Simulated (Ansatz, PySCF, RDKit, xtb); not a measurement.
# Which structure has the formula SiSF2?, part 2 of 2

Only the formula SiSF2 is given. Aim: find the structure of lowest free energy at 298.15 K, then its properties.

xtb, Ansatz and PySCF; isolated molecules. Earlier steps stand in the parts before.

**13. Frequencies after a tight-binding relaxation (GFN2-xTB)**

File start.xyz:

```xyz
4
c968a
F     -2.774144    -1.682221    -1.192995
F     -1.187262     0.222065    -1.542512
S     -3.120408     0.645802     0.953994
Si    -2.370583    -0.259388    -0.573421
```

Run with:

```console
$ xtb start.xyz --gfn 2 --ohess tight
```

Log, shortened:

```text
* xtb version 6.7.1
[...]
          :  # basis functions                  28          :
[...]
          :  # electrons                        24          :
[...]
          :  Hamiltonian                  GFN2-xTB          :
[...]
          :  net charge                          0          :
          :  unpaired electrons                  0          :
[...]
   *** convergence criteria satisfied after 14 iterations ***
[...]
   *** GEOMETRY OPTIMIZATION CONVERGED AFTER 9 ITERATIONS ***
[...]
   *** convergence criteria satisfied after 3 iterations ***
[...]
         ::                     SUMMARY                     ::
         :::::::::::::::::::::::::::::::::::::::::::::::::::::
         :: total energy             -14.569401122136 Eh    ::
         :: gradient norm              0.000014838896 Eh/a0 ::
         :: HOMO-LUMO gap              3.679274684052 eV    ::
         ::.................................................::
         :: SCC energy               -14.628080029780 Eh    ::
         :: -> isotropic ES            0.032961315952 Eh    ::
         :: -> anisotropic ES          0.002869123464 Eh    ::
         :: -> anisotropic XC         -0.015656803219 Eh    ::
         :: -> dispersion             -0.002343981254 Eh    ::
         :: repulsion energy           0.058678907644 Eh    ::
         :: add. restraining           0.000000000000 Eh    ::
         :: total charge               0.000000000000 e     ::
         :::::::::::::::::::::::::::::::::::::::::::::::::::::
[...]
        12        2.0000           -0.4093763             -11.1397 (HOMO)
        13                         -0.2741653              -7.4604 (LUMO)
[...]
     #   Z          covCN         q      C6AA      α(0)
     1   9 F        0.705    -0.198    11.222     3.956
     2   9 F        0.705    -0.198    11.222     3.956
     3  16 S        0.883    -0.174   146.391    20.465
     4  14 Si       2.293     0.569   174.492    28.495
[...]
molecular dipole:
                 x           y           z       tot (Debye)
 q only:       -0.056       0.068       0.114
   full:        0.320      -0.386      -0.652       2.090
molecular quadrupole (traceless):
[...]
          | TOTAL ENERGY              -14.569401122137 Eh   |
          | TOTAL ENTHALPY            -14.556363758850 Eh   |
          | TOTAL FREE ENERGY         -14.589814283253 Eh   |
          | GRADIENT NORM               0.000014851635 Eh/α |
[...]
```

Run time: 0.39 s. Hardware: 1 thread of AMD EPYC (Zen 3), shared host.

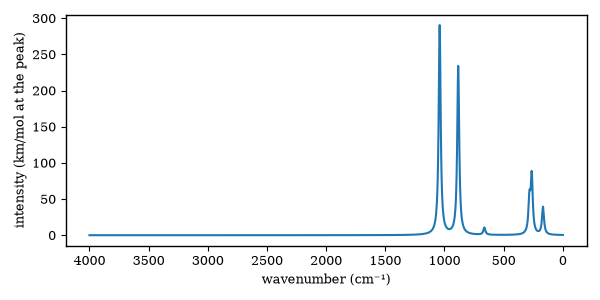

Harmonic infrared spectrum, unscaled, lines broadened by 10 cm⁻¹.

**14. Electronic excitations (TD-CAM-B3LYP/def2-SVPD)**

An in-house driver calls PySCF's response routines at TD-CAM-B3LYP/def2-SVPD; it has no typed input.

Log:

```text
coarse grid: 5424 points
cycle   1  E = -886.9120844805  dE =  3.911e-01  |g| = 7.031e-01  |ddm| = 2.468e+00
cycle   2  E = -886.8613305240  dE =  5.075e-02  |g| = 9.125e-01  |ddm| = 1.648e+00
cycle   3  E = -887.0223578081  dE = -1.610e-01  |g| = 3.050e-02  |ddm| = 8.641e-01
cycle   4  E = -887.0225119812  dE = -1.542e-04  |g| = 1.660e-02  |ddm| = 5.781e-02
cycle   5  E = -887.0225825001  dE = -7.052e-05  |g| = 6.312e-03  |ddm| = 2.371e-02
cycle   6  E = -887.0225974868  dE = -1.499e-05  |g| = 7.180e-04  |ddm| = 1.169e-02
cycle   7  E = -887.0225984092  dE = -9.224e-07  |g| = 2.103e-04  |ddm| = 3.338e-03
final grid: 46880 points
cycle   8  E = -887.1149986573  dE = -4.461e-06  |g| = 1.557e-03  |ddm| = 1.156e-02
cycle   9  E = -887.1149984572  dE =  2.001e-07  |g| = 1.962e-03  |ddm| = 1.891e-03
cycle  10  E = -887.1149990456  dE = -5.884e-07  |g| = 7.293e-05  |ddm| = 1.151e-03
cycle  11  E = -887.1149990471  dE = -1.523e-09  |g| = 3.068e-05  |ddm| = 1.577e-04
cycle  12  E = -887.1149990474  dE = -3.265e-10  |g| = 1.492e-05  |ddm| = 6.171e-05
converged SCF energy = -887.1149990474

Static polarisability (au): isotropic 44.776, principal 37.758 40.096 56.475

Singlet excitations
state   eV       nm        f      main configurations
  1   4.6730    265.3   0.01752   H->L 0.97
  2   4.7485    261.1   0.00000   H->L+1 0.99
  3   5.0728    244.4   0.04430   H-1->L 0.97
  4   5.8551    211.8   0.05685   H-1->L+1 0.86
  5   7.7549    159.9   0.02866   H-2->L 0.58, H->L+3 0.20, H->L+6 0.19
  6   7.9435    156.1   0.00000   H-1->L+6 0.54, H-1->L+3 0.41
  7   8.0551    153.9   0.01846   H-2->L+1 0.94
  8   8.3038    149.3   0.10312   H->L+5 0.84, H->L+7 0.09

Triplet excitations (Tamm-Dancoff, eV): 4.2487 4.3652 4.4216
```

Wall time 11 s (1 thread of AMD EPYC (Zen 3), shared host).

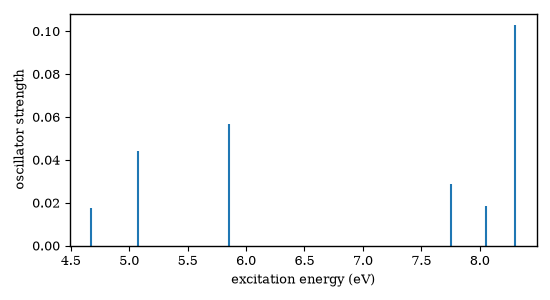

Vertical excitations as sticks.

The roots found:

```tsv
excited state	energy (eV)	strength
1	4.673	0.0175
2	4.748	0.0000
3	5.073	0.0443
4	5.855	0.0568
5	7.755	0.0287
6	7.944	0.0000
7	8.055	0.0185
8	8.304	0.1031
```

**15. NMR shieldings (GIAO PBE0/pcSseg-1)**

An in-house driver calls PySCF's response routines at GIAO PBE0/pcSseg-1; it has no typed input.

Log:

```text
coarse grid: 5424 points
cycle   1  E = -886.8557569333  dE =  4.540e-01  |g| = 7.427e-01  |ddm| = 2.166e+00
cycle   2  E = -886.7005247914  dE =  1.552e-01  |g| = 1.172e+00  |ddm| = 1.474e+00
cycle   3  E = -886.9649784970  dE = -2.645e-01  |g| = 6.981e-02  |ddm| = 9.798e-01
cycle   4  E = -886.9656850598  dE = -7.066e-04  |g| = 4.695e-02  |ddm| = 1.239e-01
cycle   5  E = -886.9663311198  dE = -6.461e-04  |g| = 6.228e-03  |ddm| = 5.444e-02
cycle   6  E = -886.9663397535  dE = -8.634e-06  |g| = 1.206e-03  |ddm| = 6.418e-03
final grid: 46880 points
cycle   7  E = -887.0013680010  dE = -1.464e-05  |g| = 4.429e-03  |ddm| = 1.354e-02
cycle   8  E = -887.0013611508  dE =  6.850e-06  |g| = 6.425e-03  |ddm| = 1.155e-02
cycle   9  E = -887.0013726294  dE = -1.148e-05  |g| = 8.627e-04  |ddm| = 7.750e-03
cycle  10  E = -887.0013728376  dE = -2.082e-07  |g| = 6.168e-05  |ddm| = 8.966e-04
cycle  11  E = -887.0013728387  dE = -1.065e-09  |g| = 2.237e-05  |ddm| = 8.766e-05
cycle  12  E = -887.0013728387  dE = -8.549e-11  |g| = 1.200e-05  |ddm| = 2.458e-05
converged SCF energy = -887.0013728387

GIAO shielding tensors (ppm)
atom      isotropic    diamagn.    paramagn.     s11        s22        s33       span
  0 F      261.596     467.606    -206.009    161.092    220.288    403.409    242.317
  1 F      261.592     471.384    -209.792    161.079    220.290    403.408    242.329
  2 S      758.532    1057.761    -299.229    652.525    780.471    842.601    190.076
  3 Si     351.860     879.387    -527.527    137.307    273.749    644.524    507.217
```

It took 8.1 s on 1 thread of AMD EPYC (Zen 3), shared host.

Isotropic shieldings, averaged over atoms that the bond graph makes equivalent (absolute, not shifts):

```tsv
atoms	shielding (ppm)
F1, F2	261.6
S3	758.5
Si4	351.9
```

**16. The cation at the same geometry (PBE0/def2-TZVPD)**

File input.yaml:

```yaml
crystal:
  periodic: [false, false, false]
  atoms:
    - {symbol: F, position_ang: [-2.774144, -1.682221, -1.192995]}
    - {symbol: F, position_ang: [-1.187262, 0.222065, -1.542512]}
    - {symbol: S, position_ang: [-3.120408, 0.645802, 0.953994]}
    - {symbol: Si, position_ang: [-2.370583, -0.259388, -0.573421]}
basis:
  gaussian:
    orbitals: def2-TZVPD
total_charge: 1
magnetization:
  spin_polarized: true
  initial_magnetization: 1
hamiltonian:
  xc: {name: PBE0}
```

Run with:

```console
$ ansatz run input.yaml --threads 1 --pin off --max-ram 2610MiB --events-out events.jsonl --progress --plain --runs-dir runs
```

Log:

```text
Warning: RAYON_NUM_THREADS=1 ignored (pool sized by the plan → 1); use --threads N
[... 2 set-up lines as earlier in the session ...]
  parameter a = 0.25
  parameter kappa = 0.804
  parameter beta = 0.06672455060314922
  exchange = (1 - a)*pbe_x(kappa = kappa, mu = beta*pi^2/3) + a*exact_x
  correlation = pbe_c(beta = beta)
1005 factors; their error is unknown
mean field evaluation 1: about -24120.2223 eV, gradient 6.1e1 eV
mean field evaluation 2: about -24056.4687 eV, gradient 1.4e2 eV
mean field evaluation 4: about -24130.4856 eV, gradient 6.2e0 eV
mean field evaluation 8: about -24130.7032 eV, gradient 1.1e-1 eV
mean field evaluation 16: about -24130.7033 eV, gradient 1.6e-4 eV
mean field -24130.70329854 eV, -886.7869898434 hartree, gradient 2.4e-6 eV, S^2 0.755366; 1 other end points of the search recorded, 0 dependent functions left out
reference -24130.70333301 eV, -886.7869911100 hartree; 24, 23 occupied and 145, 146 virtual orbitals, 1005 factors
Total energy: -24130.70333301 eV, -886.7869911100 hartree
```

Wall time 50 s (1 thread of AMD EPYC (Zen 3), shared host); peak memory 0.61 GiB.

Difference from the parent: 10.54 eV.

**17. The anion at the same geometry (PBE0/def2-TZVPD)**

File input.yaml:

```yaml
crystal:
  periodic: [false, false, false]
  atoms:
    - symbol: F
      position_ang: [-2.774144, -1.682221, -1.192995]
    - symbol: F
      position_ang: [-1.187262, 0.222065, -1.542512]
    - symbol: S
      position_ang: [-3.120408, 0.645802, 0.953994]
    - symbol: Si
      position_ang: [-2.370583, -0.259388, -0.573421]
basis:
  gaussian:
    orbitals: def2-TZVPD
total_charge: -1
magnetization:
  spin_polarized: true
  initial_magnetization: 1
hamiltonian:
  xc: {name: PBE0}
scf:
  lower_state_search: "off"
```

Run with:

```console
$ ansatz run input.yaml --threads 1 --pin off --max-ram 2610MiB --events-out events.jsonl --progress --plain --runs-dir runs
```

Log, shortened:

```text
Warning: RAYON_NUM_THREADS=1 ignored (pool sized by the plan → 1); use --threads N
[... 2 set-up lines as earlier in the session ...]
[...]
1005 factors; their error is unknown
[...]
mean field -24141.71241317 eV, -887.1915673437 hartree, gradient 3.0e-6 eV, S^2 0.759135; 0 other end points of the search recorded, 0 dependent functions left out
reference -24141.71244301 eV, -887.1915684402 hartree; 25, 24 occupied and 144, 145 virtual orbitals, 1005 factors
Total energy: -24141.71244301 eV, -887.1915684402 hartree
Checks for a lower state left out: stability, starts, cluster_reference, orbital_swaps, neighbouring_geometries, increment
```

Wall time 14 s (1 thread of AMD EPYC (Zen 3), shared host).

Parent less the species with the added electron: 0.47 eV.

**18. The triplet at the same geometry (PBE0/def2-TZVPD)**

File input.yaml:

```yaml
crystal:
  periodic: [false, false, false]
  atoms:
    - {symbol: F, position_ang: [-2.774144, -1.682221, -1.192995]}
    - {symbol: F, position_ang: [-1.187262, 0.222065, -1.542512]}
    - {symbol: S, position_ang: [-3.120408, 0.645802, 0.953994]}
    - {symbol: Si, position_ang: [-2.370583, -0.259388, -0.573421]}
basis:
  gaussian:
    orbitals: def2-TZVPD
hamiltonian:
  xc: pbe0
magnetization:
  spin_polarized: true
  initial_magnetization: 2
```

Run with:

```console
$ ansatz run input.yaml --threads 1 --pin off --max-ram 2610MiB --events-out events.jsonl --progress --plain --runs-dir runs
```

Log, shortened:

```text
Warning: RAYON_NUM_THREADS=1 ignored (pool sized by the plan → 1); use --threads N
[... 7 set-up lines as earlier in the session ...]
1005 factors; their error is unknown
mean field evaluation 1: about -24133.8650 eV, gradient 3.2e1 eV
mean field evaluation 2: about -24122.9903 eV, gradient 6.7e1 eV
mean field evaluation 4: about -24137.0344 eV, gradient 1.8e0 eV
mean field evaluation 8: about -24137.1045 eV, gradient 9.9e-2 eV
mean field evaluation 16: about -24137.1046 eV, gradient 1.3e-4 eV
mean field evaluation 32: about -24136.9425 eV, gradient 6.5e-1 eV
mean field -24137.10459364 eV, -887.0222330991 hartree, gradient 1.1e-5 eV, S^2 2.008901; 3 other end points of the search recorded, 0 dependent functions left out
reference -24137.10464011 eV, -887.0222348070 hartree; 25, 23 occupied and 144, 146 virtual orbitals, 1005 factors
Total energy: -24137.10464011 eV, -887.0222348070 hartree
```

Wall time 57 s (1 thread of AMD EPYC (Zen 3), shared host); peak memory 0.62 GiB.

It lies 4.14 eV above the singlet.

**19. Stability of the closed-shell solution (PBE0/def2-SVP)**

File mol.xyz:

```xyz
4

F     -2.774144    -1.682221    -1.192995
F     -1.187262     0.222065    -1.542512
S     -3.120408     0.645802     0.953994
Si    -2.370583    -0.259388    -0.573421
```

File run.py:

```python
# F[Si](F)=S
from pyscf import gto, dft

mol = gto.M(
    atom='mol.xyz',
    max_memory=1860,
    verbose=3,
    basis='def2-svp',
    spin=0,
    charge=0,
)

mf = dft.RKS(mol)
mf.xc = 'pbe0'
mf = mf.density_fit(auxbasis='def2-universal-jkfit')
mf.max_cycle = 100
mf.grids.level = 3
mf.kernel()
if not mf.converged:
    mf = mf.newton().run(mf.mo_coeff, mf.mo_occ)

energy = mf.e_tot
print(f'total energy: {energy:.8f} hartree')
mo_i, mo_e, stable_i, stable_e = mf.stability(internal=True, external=True, return_status=True)
print('stable: internal', stable_i, 'external', stable_e)
```

Run with:

```console
$ OMP_NUM_THREADS=1 python run.py
```

Log:

```text
converged SCF energy = -886.6680653701
total energy: -886.66806537 hartree
<class 'pyscf.df.df_jk.DFRKS'> wavefunction is stable in the internal stability analysis
<class 'pyscf.df.df_jk.DFRKS'> wavefunction is stable in the real -> complex stability analysis
<class 'pyscf.df.df_jk.DFRKS'> wavefunction is stable in the RHF/RKS -> UHF/UKS stability analysis
stable: internal True external True
```

Run time: 47 s. Hardware: 1 thread of AMD EPYC (Zen 3), shared host.

**20. What came out**

What follows sums up all 2 parts.

```
                                                        quantity                                                                   value
                                          lowest structure found                                                F[Si](F)=S, singlet, C2v
                                                   next finalist                   [F][Si]([F])[S] ‡, triplet, 46.9 kcal/mol higher in G
                       share at equilibrium, among the finalists                                                                 100.0 %
                                                          funnel  15 starts, 7 minima at GFN2-xTB, 5 screening runs, 3 relaxed, 3 ranked
                                            CPU time of all runs                                                                  24 min
harmonic wavenumbers, lowest and highest (B3LYP-D3(BJ)/def2-SVP)                                                       238 and 1000 cm⁻¹
                             rotational constants, same geometry                                            0.2832, 0.1112, 0.07987 cm⁻¹
                                 dipole moment (PBE0/def2-TZVPD)                                                                  0.86 D
                                   HOMO energy (PBE0/def2-TZVPD)                                                                -8.16 eV
                                   LUMO energy (PBE0/def2-TZVPD)                                                                -2.12 eV
                                 HOMO–LUMO gap (PBE0/def2-TZVPD)                                                                 6.04 eV
                      lowest excitation (TD-CAM-B3LYP/def2-SVPD)                                                     4.67 eV (f = 0.018)
                    strongest of the states computed, same level                                                     8.30 eV (f = 0.103)
             lowest triplet excitation, same level, Tamm-Dancoff                                                                 4.25 eV
                                      vertical ionisation energy                                                                10.54 eV
                                      vertical electron affinity                                                                 0.47 eV
                                   vertical triplet less singlet                                                                +4.14 eV
```

What this shows: The lowest structure found is `F[Si](F)=S`. Among the finalists first place is clear (46.9 kcal/mol); structures outside the list aren't covered. r2SCAN-D4/def2-SVP, B3LYP-D3(BJ)/def2-SVP, HF/def2-TZVPP and MP2/def2-TZVPP already put its bonding pattern lowest among the structures in one piece; HF/STO-3G favours the triplet [F][Si]([F])[S] ‡. The largest share of the time went into the final energies (32 %). The search is not exhaustive (a finite list of starts, one conformer a finalist), so a lower isomer can't be ruled out. The lowest isomer need not be the one that is made and kept in a bottle, which depends on barriers.

‡ marks the bonded skeleton alone, with all bonds drawn single: no Lewis structure was assigned that passes a check against the bond lengths.
